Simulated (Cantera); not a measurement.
Feed: 1 mol SiH2Cl2, 1.9 mol H2O, 0.19 mol H2, at 165 Torr.

These are equilibrium values from Cantera (NASA tables, ideal gas, pure condensed phases), not measurements of a reactor. Candidate condensed phases: H2O, Si, SiO2; 30 gas species. The tables' values for SiCl3 are old estimates; treat these amounts as uncertain. The tables hold silica as quartz up to 1696 K and as liquid above; real silica turns to tridymite and cristobalite and melts near 1996 K. Rates play no part.

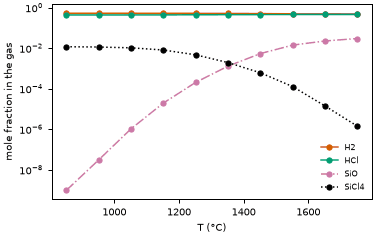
Equilibrium gas composition (values under 1e-9 drawn at 1e-9)

**Question.** Read off the mole fractions at 1252 °C.

**Answer.** H2 about 0.53, HCl about 0.45, SiCl4 about 0.0048, SiO about 0.00021.
